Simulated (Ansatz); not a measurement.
## Electronic structure of ClFGeH$_{3}$In (SMILES [F][In]([Cl])[GeH3]) in real space

Input

```
crystal:
  periodic: [false, false, false]
  atoms:
    - { symbol: F, position_ang: [-0.20337, -2.34216, 1.62322] }
    - { symbol: In, position_ang: [0.80001, -0.86064, 0.734] }
    - { symbol: Cl, position_ang: [3.06527, -0.94578, 1.1476] }
    - { symbol: Ge, position_ang: [-0.68746, 0.77743, -0.65458] }
    - { symbol: H, position_ang: [-1.86699, 1.27367, 0.14879] }
    - { symbol: H, position_ang: [0.08648, 1.98718, -1.1175] }
    - { symbol: H, position_ang: [-1.2315, 0.07919, -1.87801] }
basis:
  gaussian: { orbitals: def2-SVP }
hamiltonian:
  xc: pbe0
  dispersion: d4
relax:
  f_tol: 0.015
  max_steps: 40
output:
  orbitals: {}
```

Command:

```sh
ansatz run input.yaml --threads 2 --pin off --max-ram 3072MiB --backend cpu --events-out ev --progress --plain --runs-dir out
```

The fields are those of the relaxed geometry.

Core potentials replace the inner electrons of In.

All numbers below come from RKS PBE0-D4/def2-SVP in Ansatz 0.2.0.

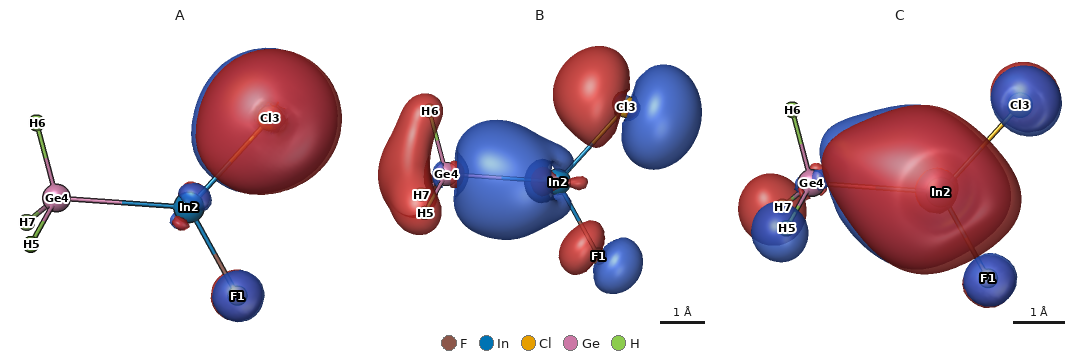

Figure 1. Three frontier orbitals at ±0.08 Å⁻³ᐟ² (red and blue are the two phases), in no order.

**Which picture is the HOMO−1, the HOMO and the LUMO?**

A is the HOMO−1 (−8.81 eV). It lies mainly on Cl3 (about 90 %); largely a lone pair of Cl3. B is the HOMO (−8.38 eV). It lies mainly on Cl3 (about 50 %), Ge4 (about 20 %), In2 (about 20 %) and F1 (about 10 %). C is the LUMO (−1.89 eV). By Hirshfeld shares it lies mainly on In2 (about 70 %), Ge4 (about 15 %) and Cl3 (about 5 %).

**What is the HOMO–LUMO gap?**

6.49 eV between the orbital energies.

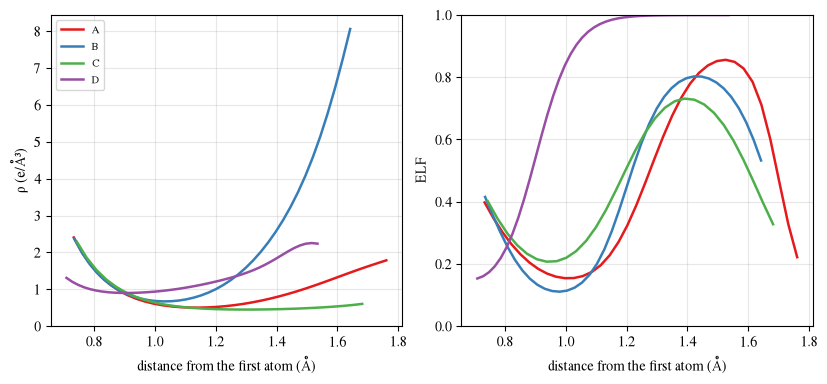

Figure 2. Electron density and ELF along straight lines between neighbouring atoms. The curves leave out the atomic cores.

**Which curve belongs to which contact (Ge–H, In–Cl, In–F and In–Ge)? The first atom named is at distance zero.**

Curve A: In–Cl (2.35 Å): the density is about 0.51 e/Å³ at the midpoint; the ELF peaks at about 0.85 in the valence shell of Cl, 0.8 Å from its nucleus, and drops to about 0.15 between the two atoms. Curve B: In–F (1.96 Å): ρ is about 0.7 e/Å³ halfway; the ELF peaks at about 0.80 in the valence shell of F, 0.5 Å from its nucleus, and drops to about 0.10 between the two atoms. Curve C: In–Ge (2.59 Å): the density is about 0.45 e/Å³ at the midpoint; the ELF peaks at about 0.75 between the atoms. Curve D: Ge–H (1.53 Å): ρ is about 1.1 e/Å³ halfway; the ELF climbs to about 1 towards the hydrogen.

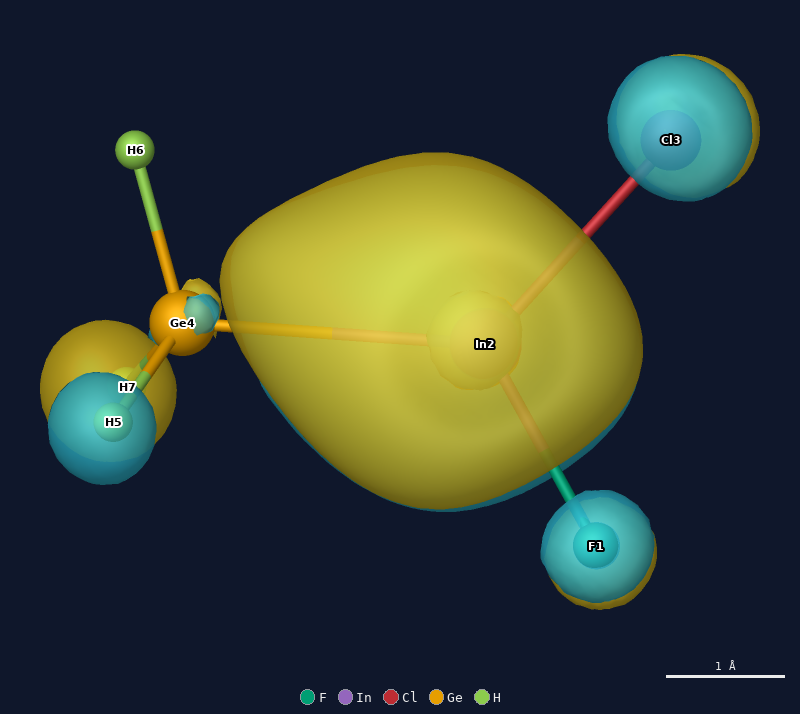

Figure 3. One frontier orbital at ±0.1 Å⁻³ᐟ² (yellow and cyan are the two phases), seen across its widest extent.

**Which orbital is it: HOMO or LUMO?**

The LUMO, at −1.89 eV. Its weight (Hirshfeld) is mainly on In2 (about 70 %), Ge4 (about 15 %) and Cl3 (about 5 %).
